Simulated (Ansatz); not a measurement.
# The potential step between two gates: 1T-PtS2 bilayer, AA

Two oppositely charged gates put a neutral stack in a displacement field D. The voltage between them is D/ε₀ times an electrical distance, shorter than the real one because the stack screens.

How it was computed: Ansatz 0.2.0, plane waves with PAW datasets (its set soft_2), PBE-D3(BJ); isolated slab, charged sheets 5 Å from the outer atoms behind model barriers, atoms held. Voltages count from the uncharged case.

| run | D/ε₀ (V/nm) | step in an electron's potential, upper less lower gate (eV) |
| --- | --- | --- |
| run 1 | −1.810 | −1.516 |
| run 2 | 0.000 | 0.000 |
| run 3 | 0.905 | 0.758 |
| run 4 | 1.810 | 1.516 |
| run 5 | 2.714 | 2.274 |
| run 6 | 3.619 | ? |

**Question.** What value belongs in the row marked “?”, and how far can the other rows tell?

A least-squares line through the 5 rows shown has slope 0.8377 and intercept 0.0001; no row lies more than 0.001 eV off it. The size of the slope, 0.838 nm, is the electrical distance; the sheets are 1.723 nm apart, and screening reaches beyond the outer atoms. At 3.619 it gives 0.8377 × 3.619 + 0.0001 = 3.032 eV, beyond the rows fitted. Rounding and scatter of the rows alone allow about ±0.001 eV there.

The run itself gives 3.031 eV: a miss of −0.001 eV, or 0.0 % of the value. Screening stays linear to within 1 % over this range.

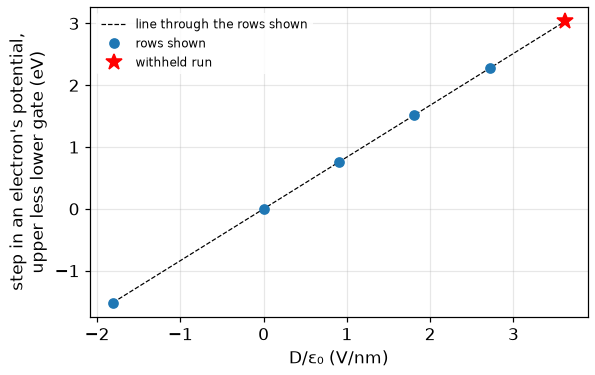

The fit and the withheld run.

**Limits.** The gates are model sheets, not atoms. Spin-orbit coupling is left out, which changes the bands of elements this heavy.
